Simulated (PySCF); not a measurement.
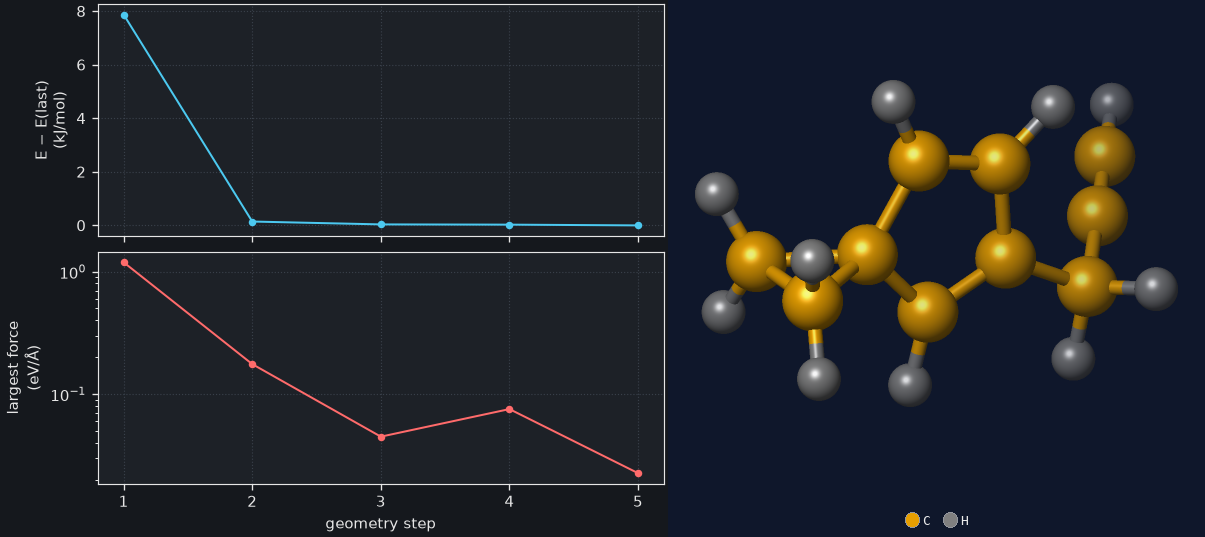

Beside the plot: the molecule at the start.

History of a geometry optimisation. The run: C$_{10}$H$_{10}$ (SMILES C#CCC1=CC2(C=C1)CC2), by PBE0-D3(BJ)/def2-SVP, geometry optimisation (PySCF).

The optimisation met its thresholds at geometry 5, counting the start as the first. The energy fell by about 7.9 kJ/mol from the first step to the last. The largest force goes from about 1.2 eV/Å at the start to 0.023 eV/Å at the end.
